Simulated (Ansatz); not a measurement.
# Single-point calculation, with input and output: Si2H5ClOF4

System: Si2H5ClOF4.
Method: RKS PBE0-D4/def2-TZVPP (Ansatz 0.2.0).

The geometry is the reactant side of a reaction. The reaction was set up to form Si1–Cl8, H7–F10 and O2–H9 and to break Si1–O2, H7–Cl8 and H9–F10 (atoms counted from 1 in the order of the input); sticks are drawn by distance alone. The geometry comes from this level: PBE0-D4/def2-TZVP.

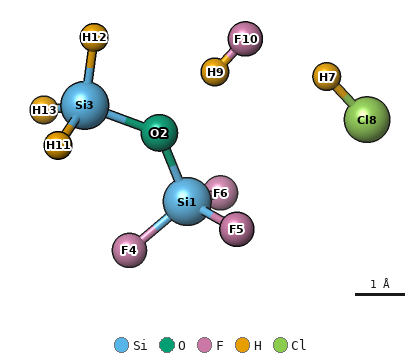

Fig. 1: The structure as given in the input (ball-and-stick view, seen at a tilt; atoms are numbered from 1 in the order of the input). Bond lengths as drawn: Cl–H 1.29 Å, F–H 0.94 Å, F–Si 1.56 to 1.57 Å, H–Si 1.48 Å and O–Si 1.62 to 1.68 Å.

Summary

- outcome: converged
- total energy: −41266.2520 eV
- mean-field energy: −41265.9740 eV
- dispersion energy: −0.2780 eV
- SCF solution under orbital rotations: stable
- HOMO: −8.92 eV
- LUMO: −0.97 eV
- hardware: 4 CPU threads, shared host
- wall time: 3.5 s (CPU time 4.3 s)
- peak memory: 0.9 GiB

Input
```yaml
crystal:
  periodic: [false, false, false]
  atoms:
    - {symbol: Si, position_ang: [-0.801545, 0.512439, 1.183518]}
    - {symbol: O, position_ang: [-0.342276, 0.107229, -0.313394]}
    - {symbol: Si, position_ang: [-1.072732, 0.207454, -1.825961]}
    - {symbol: F, position_ang: [-2.240001, 1.138994, 1.121939]}
    - {symbol: F, position_ang: [0.184608, 1.565103, 1.780706]}
    - {symbol: F, position_ang: [-0.840132, -0.753693, 2.096018]}
    - {symbol: H, position_ang: [2.768119, -1.035873, 1.214255]}
    - {symbol: Cl, position_ang: [2.794783, -0.903316, 2.496902]}
    - {symbol: H, position_ang: [1.229695, -0.576392, -0.488562]}
    - {symbol: F, position_ang: [2.087067, -0.949647, -0.577522]}
    - {symbol: H, position_ang: [-1.367958, 1.628668, -2.111675]}
    - {symbol: H, position_ang: [-0.084869, -0.345088, -2.774566]}
    - {symbol: H, position_ang: [-2.314759, -0.595978, -1.801758]}
basis:
  gaussian: {orbitals: def2-TZVPP}
hamiltonian: {xc: pbe0, dispersion: d4}
output: {orbitals: {seedname: orbitals}}
```

Run as:
```bash
ansatz run in.yaml --threads 4 --pin off --events-out ev --progress --plain --max-ram 46080MiB --backend cuda --devices 0, --max-vram 37GiB
```

Log
```
Functional definition: PBE0
  name "PBE0"
  cite "Adamo & Barone, J. Chem. Phys. 110, 6158 (1999) doi:10.1063/1.478522"
  cite "Perdew, Burke & Ernzerhof, Phys. Rev. Lett. 77, 3865 (1996) doi:10.1103/PhysRevLett.77.3865"
  parent pbe
  parameter a = 0.25
  parameter kappa = 0.804
  parameter beta = 0.06672455060314922
  exchange = (1 - a)*pbe_x(kappa = kappa, mu = beta*pi^2/3) + a*exact_x
  correlation = pbe_c(beta = beta)
1977 factors; their error is unknown
mean field evaluation 1: about -41258.6473 eV, gradient 7.3e1 eV
mean field evaluation 2: about -41251.5343 eV, gradient 1.0e2 eV
mean field evaluation 4: about -41265.8392 eV, gradient 4.0e0 eV
mean field evaluation 8: about -41265.8622 eV, gradient 3.2e-2 eV
mean field evaluation 16: about -41265.9740 eV, gradient 1.1e-4 eV
mean field -41265.97399068 eV, -1516.4965730756 hartree, gradient 2.8e-5 eV, S^2 0.000000; 0 other end points of the search recorded, 0 dependent functions left out
reference -41265.97402671 eV, -1516.4965743999 hartree; 47, 47 occupied and 304, 304 virtual orbitals, 1977 factors
Total energy: -41266.25197765 eV, -1516.5067889083 hartree
```

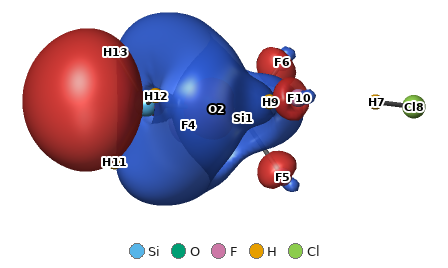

Fig. 2: One frontier orbital at ±0.08 Å⁻³ᐟ² (blue and red are the two phases), seen from the side. The LUMO, at −0.97 eV. It lies mainly on Si3 (50 %), Si1 (10 %) and O2 (10 %).

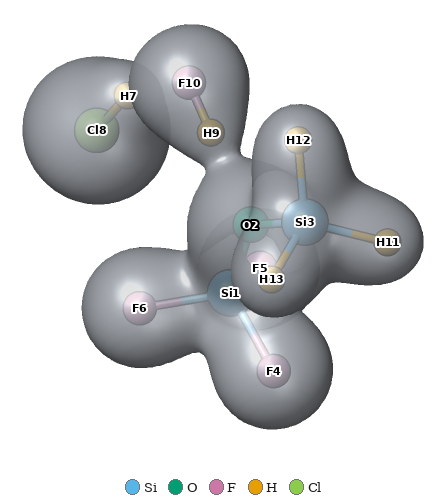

Fig. 3: Isosurface of the total electron density at 0.2 e/Å³ (grey), seen at an oblique angle. At this value the surface falls into two separate pieces. On the grid the lowest density along these lines, outside the cores, is 0.28 e/Å³ (O···H, 1.72 Å), 1.1 e/Å³ (Si–F, 1.56 Å), 1.1 e/Å³ (Si–O, 1.62 Å) and 2.3 e/Å³ (F–H, 0.94 Å).

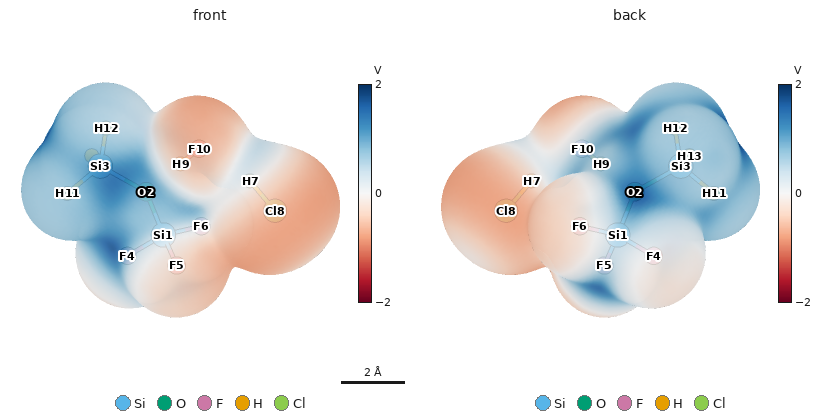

Fig. 4: The molecular electrostatic potential painted on the density surface at 0.001 e/bohr³, seen at a tilt and from behind; the colour scale runs from red (negative) to blue (positive).

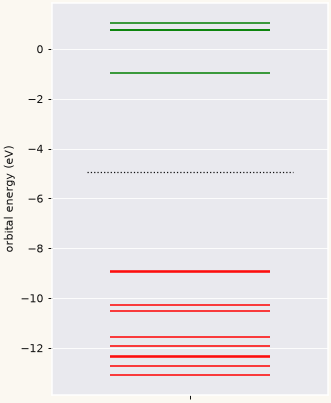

Fig. 5: Orbital energies near the frontier; the dotted line parts filled from empty levels, and levels within 0.02 eV of each other stand side by side. Highest filled −8.92 eV, lowest empty −0.97 eV, 7.95 eV apart.
